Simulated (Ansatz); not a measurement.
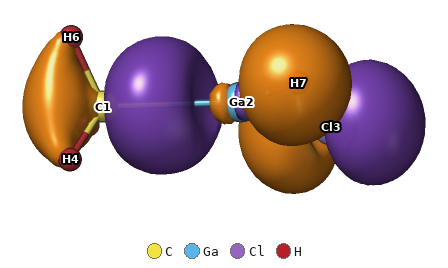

The picture shows: CH4ClGa (SMILES [CH3][GaH][Cl]). The HOMO at ±0.15 Å⁻³ᐟ² (orange and purple are the two phases), seen from one side.

Geometry: PBE0-D4/def2-TZVP.

All numbers below come from isolated molecule in a Gaussian basis; Hartree-Fock in Ansatz 0.2.0.

```xyz
7

C    -0.7305    0.5883   -0.2007
Ga    0.8463   -0.5381    0.0357
Cl    0.8650   -1.7948    1.7928
H    -0.4359    1.6372   -0.2838
H    -1.4183    0.4736    0.6363
H    -1.2459    0.3187   -1.1260
H     2.1193   -0.6848   -0.8543
```

Question: Describe this orbital and give its energy.

Answer: By Hirshfeld shares it lies mainly on Cl3 (about 35 %), C1 (about 25 %), Ga2 (about 20 %) and H7 (about 15 %). Its energy is −11.19 eV.
